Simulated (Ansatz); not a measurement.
**UPBE-QIDH/cc-pVTZ run of PH2 (SMILES [PH2])**

Aim: the vertical doublet–quartet gap of PH2 at UPBE-QIDH/cc-pVTZ, from 2 runs. 

Program for the calculation: Ansatz 0.2.0.

28 further runs of the same task are left out: 28 set aside as unsound or not needed.

### 1 The molecule

PH2: 3 atoms, total charge 0, spin state doublet. As SMILES, `[PH2]`. The shape is that of a PBE0-D4/def2-TZVP optimisation.

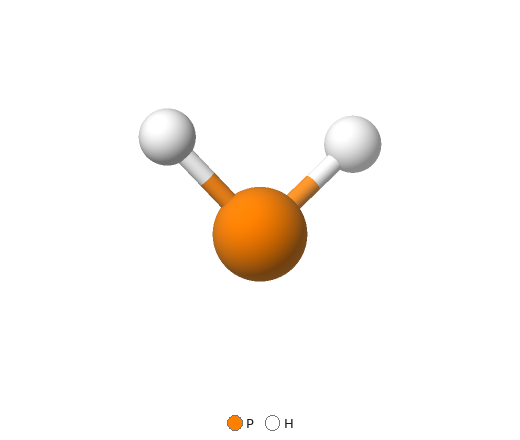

The structure, seen from a chosen angle (phosphorus orange, hydrogen white).

### 2 The energy at UPBE-QIDH/cc-pVTZ

The input, run.yaml:

```yaml
basis:
  gaussian: {orbitals: cc-pVTZ}
crystal:
  periodic: [false, false, false]
  atoms:
    - {symbol: P, position_ang: [0.525730, -0.309370, 0.258210]}
    - {symbol: H, position_ang: [0.114640, 1.051490, 0.176750]}
    - {symbol: H, position_ang: [-0.640370, -0.742120, -0.434970]}
hamiltonian: {xc: {name: PBE-QIDH}}
accuracy: high
correlation: {frozen_orbitals: {H: 0, P: 5}}
magnetization: {spin_polarized: true, initial_magnetization: 1}
output: {orbitals: {seedname: orbitals}}
```

Started as:

```
$ ansatz run run.yaml --threads 1 --pin off --max-ram 3480MiB --events-out events.jsonl --progress --plain --runs-dir runs
```

Output:

```text
Warning: RAYON_NUM_THREADS=1 ignored (pool sized by the plan → 1); use --threads N
Functional definition: PBE-QIDH
  name "PBE-QIDH"
  parameter a = 3^(-1/3)
  parameter c = 1/3
  exchange = (1 - a)*pbe_x + a*exact_x
  correlation = (1 - c)*pbe_c + c*(mp2_os + mp2_ss)
954 factors; integrals over basis functions are off by at most 3.7e-9 eV
mean field evaluation 1: about -9312.7108 eV, gradient 4.8e0 eV
mean field evaluation 2: about -9312.7114 eV, gradient 4.8e0 eV
mean field evaluation 4: about -9312.9639 eV, gradient 4.9e-1 eV
mean field evaluation 8: about -9312.9665 eV, gradient 9.4e-3 eV
mean field evaluation 16: about -9312.9665 eV, gradient 3.9e-6 eV
mean field -9312.96654832 eV, -342.2452080953 hartree, gradient 1.0e-7 eV, S^2 0.762023; 0 other end points of the search recorded, 0 dependent functions left out
5 core orbitals not correlated: weight in the atoms' cores, before any rotation towards them, 1.000 or more for the frozen orbitals, at most 0.000 for the correlated occupied ones
reference -9312.96654907 eV, -342.2452081228 hartree; 4, 3 occupied and 53, 54 virtual orbitals, 954 factors
second order -4.29006407 eV of doubles, -0.00000000 eV of singles
Total energy: -9314.39657043 eV, -342.2977604384 hartree
```

Run time: 3 s. Hardware: 1 thread of Arm Neoverse V1, shared host; peak memory 0.15 GiB.

### 3 The quartet

The input, molecule.yaml:

```yaml
crystal:
  periodic: [false, false, false]
  atoms:
    - {symbol: P, position_ang: [0.525730, -0.309370, 0.258210]}
    - {symbol: H, position_ang: [0.114640, 1.051490, 0.176750]}
    - {symbol: H, position_ang: [-0.640370, -0.742120, -0.434970]}
basis:
  gaussian: {orbitals: cc-pVTZ}
accuracy: high
output: {orbitals: {seedname: orbitals}}
hamiltonian: {xc: {name: PBE-QIDH}}
correlation: {frozen_orbitals: {H: 0, P: 5}}
magnetization: {spin_polarized: true, initial_magnetization: 3}
```

Started as:

```
$ ansatz run molecule.yaml --threads 1 --pin off --max-ram 3480MiB --events-out events.jsonl --progress --plain --runs-dir runs
```

Output, cut to the lines that bear on the results:

```text
Warning: RAYON_NUM_THREADS=1 ignored (pool sized by the plan → 1); use --threads N
[... 2 set-up lines as earlier in the session ...]
[...]
954 factors; integrals over basis functions are off by at most 3.7e-9 eV
[...]
mean field -9307.05673655 eV, -342.0280265186 hartree, gradient 8.1e-8 eV, S^2 3.757837; 2 other end points of the search recorded, 0 dependent functions left out
5 core orbitals not correlated: weight in the atoms' cores, before any rotation towards them, 1.000 or more for the frozen orbitals, at most 0.000 for the correlated occupied ones
reference -9307.05673742 eV, -342.0280265504 hartree; 5, 2 occupied and 52, 55 virtual orbitals, 954 factors
second order -3.59510134 eV of doubles, -0.00000000 eV of singles
Total energy: -9308.25510453 eV, -342.0720657295 hartree
```

Run time: 3.3 s. Hardware: 1 thread of Arm Neoverse V1, shared host; peak memory 0.14 GiB.

### 4 Summary of results

Level: UPBE-QIDH/cc-pVTZ, 5 core orbitals frozen.

```
                                                         quantity          value
                                            doublet: total energy  -342.29776 Eh
doublet: HOMO energy (SCF part's orbitals) (highest over α and β)       -9.19 eV
 doublet: LUMO energy (SCF part's orbitals) (lowest over α and β)       -0.81 eV
                                                    doublet: ⟨S²⟩          0.762
                                            quartet: total energy  -342.07207 Eh
quartet: HOMO energy (SCF part's orbitals) (highest over α and β)       -4.03 eV
 quartet: LUMO energy (SCF part's orbitals) (lowest over α and β)       -2.85 eV
                                                    quartet: ⟨S²⟩          3.758
                 vertical energy of the quartet above the doublet       6.141 eV
```

**Reading.** At this shape the quartet lies 6.14 eV (593 kJ/mol) above the doublet.
